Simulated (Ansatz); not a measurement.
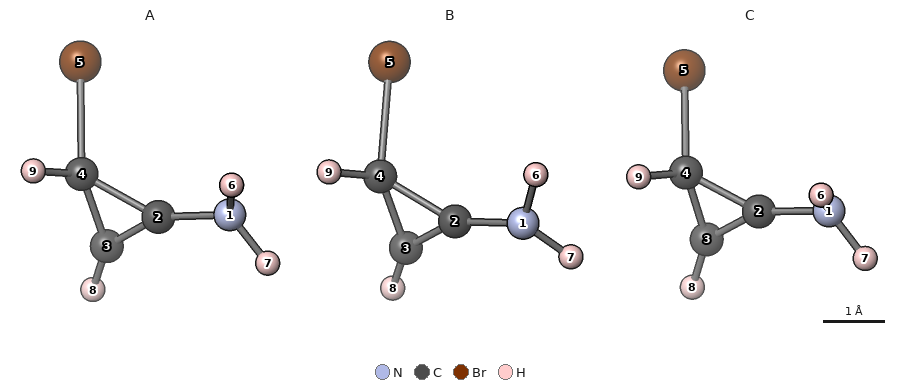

3 geometries from one relaxation of C3H4BrN, in shuffled order. Style: ball-and-stick. Shown at a tilt.

The run prepares an end point of a later path (inversion) calculation, from a guessed geometry.

Computed with Ansatz, RKS B3LYP-D4/def2-SVP. (no spin polarisation; force threshold 0.015 eV/Å; at most 40 steps)

Q: Put them in the order of the run, from the start to the converged end.

A: C, A, B. They are steps 0, 4, 12, at +0.843 eV, +0.031 eV relative to the last. Over 10 accepted moves (12 points after the start) the energy falls by 0.843 eV. The largest force component goes from 4.5 to 0.013 eV/Å. The line search rejected the trial steps at points 3, 8 of the run. The atom that moves furthest after the best rigid fit is H6 (0.48 Å). By element the largest moves are H 0.48 Å, N 0.32 Å, Br 0.26 Å, C 0.20 Å. Among the contacts that change: C4–Br5 1.963 → 2.053 Å, C2–C4 1.364 → 1.452 Å, C3–C4 1.376 → 1.459 Å, N1–H6 1.092 → 1.013 Å. Among the angles between lasting bonds that change: Br5–C4–H9 114.5° → 104.2°, C2–N1–H6 110.7° → 118.1°, C3–C4–Br5 114.1° → 121.2°. Cost: 43 s on 2 threads of Intel(R) Xeon(R) CPU @ 2.80GHz (Skylake/Cascade Lake), with other jobs on the host, peak memory 0.28 GiB.
